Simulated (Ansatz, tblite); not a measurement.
# BCP (C₂₆H₂₀N₂): which spin state is lowest

Aim: set other spin states of BCP (C₂₆H₂₀N₂) against its singlet, on many levels of theory.

The runs use Ansatz 0.2.0, Gaussian basis; as each input shows.

Plan: triplet, at the geometry of the singlet (GFN1-xTB, GFN2-xTB, PBE0-D4/def2-TZVP, PBE-D4/def2-TZVP); the singlet's energies come from earlier runs.

### Step 1. The relaxed structure

The geometry is that of the singlet, from an earlier relaxation (PBE-D4/def2-SVP).

48 atoms, charge 0, spin multiplicity 1.

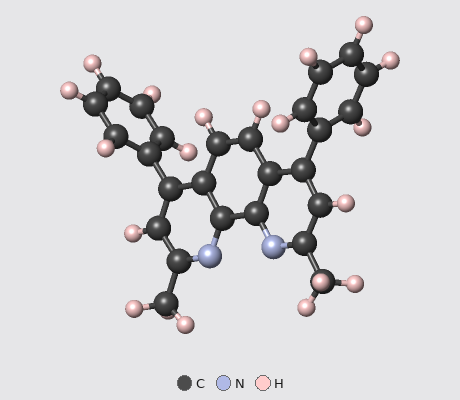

The geometry (carbon dark grey, nitrogen light blue, hydrogen pink).

### Step 2. Triplet at the fixed geometry, GFN1-xTB

Tight binding, by tblite at 300 K electronic temperature and without a spin-polarisation term:

```python
tblite.interface.Calculator('GFN1-xTB', numbers, positions, charge=0, uhf=2).singlepoint()
```

Energy -1959.3687 eV; 0.18 s.

### Step 3. Triplet at the fixed geometry, GFN2-xTB

Tight binding, by tblite at 300 K electronic temperature and without a spin-polarisation term:

```python
tblite.interface.Calculator('GFN2-xTB', numbers, positions, charge=0, uhf=2).singlepoint()
```

Energy -1948.7659 eV; 0.14 s.

### Step 4. Triplet at the fixed geometry, PBE0-D4/def2-TZVP

in.yaml reads:

```yaml
crystal:
  periodic: [false, false, false]
  atoms:
    - {symbol: C, position_ang: [-3.518804, -3.958365, -0.354629]}
    - {symbol: C, position_ang: [-2.795194, -2.637694, -0.278086]}
    - {symbol: C, position_ang: [-3.524809, -1.416311, -0.336665]}
    - {symbol: C, position_ang: [-2.854355, -0.200337, -0.265275]}
    - {symbol: C, position_ang: [-3.609495, 1.084969, -0.325267]}
    - {symbol: C, position_ang: [-3.872854, 1.703038, -1.564805]}
    - {symbol: C, position_ang: [-4.601173, 2.900741, -1.622131]}
    - {symbol: C, position_ang: [-5.073254, 3.496650, -0.442144]}
    - {symbol: C, position_ang: [-4.811826, 2.890055, 0.796421]}
    - {symbol: C, position_ang: [-4.083464, 1.692476, 0.855457]}
    - {symbol: C, position_ang: [-1.429608, -0.219234, -0.133663]}
    - {symbol: C, position_ang: [-0.645928, 0.980596, -0.052987]}
    - {symbol: C, position_ang: [0.721584, 0.924924, 0.073088]}
    - {symbol: C, position_ang: [1.407517, -0.334742, 0.127992]}
    - {symbol: C, position_ang: [2.829152, -0.431744, 0.258844]}
    - {symbol: C, position_ang: [3.683782, 0.788027, 0.346111]}
    - {symbol: C, position_ang: [3.986511, 1.361983, 1.597801]}
    - {symbol: C, position_ang: [4.807738, 2.496437, 1.680366]}
    - {symbol: C, position_ang: [5.334352, 3.072753, 0.513795]}
    - {symbol: C, position_ang: [5.034273, 2.510198, -0.736738]}
    - {symbol: C, position_ang: [4.213270, 1.375711, -0.820982]}
    - {symbol: C, position_ang: [3.401047, -1.698313, 0.302796]}
    - {symbol: C, position_ang: [2.576941, -2.856425, 0.218367]}
    - {symbol: C, position_ang: [3.193499, -4.231699, 0.265189]}
    - {symbol: N, position_ang: [1.254528, -2.779325, 0.096689]}
    - {symbol: C, position_ang: [0.666668, -1.560273, 0.050823]}
    - {symbol: C, position_ang: [-0.788349, -1.501032, -0.083608]}
    - {symbol: N, position_ang: [-1.470955, -2.668338, -0.155698]}
    - {symbol: H, position_ang: [-4.087454, -4.051227, -1.303715]}
    - {symbol: H, position_ang: [-4.252722, -4.063703, 0.471811]}
    - {symbol: H, position_ang: [-2.783857, -4.781085, -0.291958]}
    - {symbol: H, position_ang: [-4.621106, -1.430057, -0.438121]}
    - {symbol: H, position_ang: [-3.501920, 1.233921, -2.489010]}
    - {symbol: H, position_ang: [-4.802409, 3.371044, -2.596947]}
    - {symbol: H, position_ang: [-5.646176, 4.435316, -0.487907]}
    - {symbol: H, position_ang: [-5.179283, 3.351762, 1.725797]}
    - {symbol: H, position_ang: [-3.877551, 1.214946, 1.825712]}
    - {symbol: H, position_ang: [-1.161360, 1.951535, -0.094316]}
    - {symbol: H, position_ang: [1.312392, 1.850844, 0.133886]}
    - {symbol: H, position_ang: [3.572750, 0.908264, 2.511456]}
    - {symbol: H, position_ang: [5.039034, 2.932335, 2.664463]}
    - {symbol: H, position_ang: [5.980055, 3.961681, 0.579390]}
    - {symbol: H, position_ang: [5.443882, 2.956952, -1.655740]}
    - {symbol: H, position_ang: [3.976891, 0.932763, -1.800651]}
    - {symbol: H, position_ang: [4.492700, -1.801146, 0.403040]}
    - {symbol: H, position_ang: [3.914429, -4.377672, -0.566504]}
    - {symbol: H, position_ang: [3.755593, -4.389264, 1.209622]}
    - {symbol: H, position_ang: [2.395318, -4.991954, 0.188640]}
basis:
  gaussian: {orbitals: def2-TZVP, fitting: {mean_field: def2-universal-jkfit}}
magnetization: {spin_polarized: true, initial_magnetization: 2}
hamiltonian: {xc: pbe0, dispersion: d4}
scf: {omitted_lower_state_checks: [starts]}
output: {orbitals: {seedname: orbitals}}
```

Run with:

```sh
ansatz run in.yaml --threads 2 --pin off --events-out ev --progress --plain --max-ram 20480MiB --backend cuda --devices 0, --max-vram 18GiB
```

The log of the run:

```text
Functional definition: PBE0
  name "PBE0"
  cite "Adamo & Barone, J. Chem. Phys. 110, 6158 (1999) doi:10.1063/1.478522"
  cite "Perdew, Burke & Ernzerhof, Phys. Rev. Lett. 77, 3865 (1996) doi:10.1103/PhysRevLett.77.3865"
  parent pbe
  parameter a = 0.25
  parameter kappa = 0.804
  parameter beta = 0.06672455060314922
  exchange = (1 - a)*pbe_x(kappa = kappa, mu = beta*pi^2/3) + a*exact_x
  correlation = pbe_c(beta = beta)
these checks for a lower state are left out or cut short: starts
2464 factors; integrals over basis functions are off by at most 3.9e-1 eV
mean field evaluation 1: about -30209.1523 eV, gradient 8.0e1 eV
mean field evaluation 2: about -30202.0674 eV, gradient 8.7e1 eV
mean field evaluation 4: about -30239.4123 eV, gradient 6.9e0 eV
mean field evaluation 8: about -30239.6437 eV, gradient 5.5e-1 eV
mean field evaluation 16: about -30239.6321 eV, gradient 9.7e-3 eV
mean field evaluation 32: about -30239.9882 eV, gradient 4.5e-1 eV
mean field -30239.99594577 eV, -1111.2993536016 hartree, gradient 2.4e-5 eV, S^2 2.055654; 0 other end points of the search recorded, 0 dependent functions left out
reference -30239.99601878 eV, -1111.2993562845 hartree; 96, 94 occupied and 892, 894 virtual orbitals, 2464 factors
Total energy: -30241.69754943 eV, -1111.3618863828 hartree
Checks for a lower state left out: starts
```

Wall time 20 s (1 × H100 (card shared with other runs) with 2 threads of AMD EPYC 7R13, shared host).

HOMO -3.33 eV, LUMO -4.44 eV (over both spins; with the spin held, an empty level of the minority spin lies below the top filled one); ⟨S²⟩ 2.056 (pure: 2.00).

### Step 5. Triplet at the fixed geometry, PBE-D4/def2-TZVP

start.molden holds the orbitals of an earlier run on this state, given as this run's starting guess.

in.yaml: that of step 4 with these lines changed.

```diff
@@ -52,5 +52,5 @@
 basis:
-  gaussian: {orbitals: def2-TZVP, fitting: {mean_field: def2-universal-jkfit}}
+  gaussian: {orbitals: def2-TZVP, fitting: {mean_field: def2-universal-jkfit}, initial_orbitals: start.molden}
 magnetization: {spin_polarized: true, initial_magnetization: 2}
-hamiltonian: {xc: pbe0, dispersion: d4}
+hamiltonian: {xc: pbe, dispersion: d4}
 scf: {omitted_lower_state_checks: [starts]}
```

Same command.

The log of the run:

```text
Functional definition: PBE
  name "PBE"
  cite "Perdew, Burke & Ernzerhof, Phys. Rev. Lett. 77, 3865 (1996) doi:10.1103/PhysRevLett.77.3865"
  parent pbe
  parameter kappa = 0.804
  parameter beta = 0.06672455060314922
  exchange = pbe_x(kappa = kappa, mu = beta*pi^2/3)
  correlation = pbe_c(beta = beta)
these checks for a lower state are left out or cut short: starts
2464 factors; integrals over basis functions are off by at most 3.9e-1 eV
mean field evaluation 1: about -30237.1773 eV, gradient 1.5e1 eV
mean field evaluation 2: about -30237.7059 eV, gradient 6.8e-1 eV
mean field evaluation 4: about -30237.7044 eV, gradient 4.0e-2 eV
mean field evaluation 8: about -30237.7045 eV, gradient 1.8e-5 eV
mean field -30237.70447130 eV, -1111.2151434679 hartree, gradient 6.1e-6 eV, S^2 2.014085; 0 other end points of the search recorded, 0 dependent functions left out
reference -30237.70457314 eV, -1111.2151472107 hartree; 96, 94 occupied and 892, 894 virtual orbitals, 2464 factors
Total energy: -30239.67126104 eV, -1111.2874216577 hartree
Checks for a lower state left out: starts
```

Run time: 11 s. Hardware: 1 × H100 (card shared with other runs) with 2 threads of AMD EPYC 7R13, shared host; peak host memory 1.6 GiB.

From the report: HOMO -2.65 eV, LUMO -5.24 eV (over both spins; with the spin held, an empty level of the minority spin lies below the top filled one); ⟨S²⟩ 2.014 (pure: 2.00).

### Step 6. Triplet less singlet, vertical

The singlet's energies are those of its earlier runs, whose logs aren't repeated here.

```
            level  triplet less singlet, vertical (eV)    time
         GFN1-xTB                               +2.890  0.29 s
         GFN2-xTB                               +2.700  0.24 s
 PBE-D4/def2-TZVP                               +2.938    20 s
PBE0-D4/def2-TZVP                               +3.061    29 s
```

Times add the two runs; a level without a time comes out of a correlated run. Tight binding without a spin term can't rank spin states.

### Step 7. Summary of results

| quantity | value |
| --- | --- |
| triplet less singlet, vertical, functionals in def2-TZVP | +2.938 (PBE-D4) to +3.061 eV (PBE0-D4) |

**Reading.** All functionals put the triplet above the singlet, over a spread of 0.123 eV. The checks for a lower triplet were left out, so another state of that spin may lie lower. These are electronic energies, without zero-point motion, entropy or surroundings.
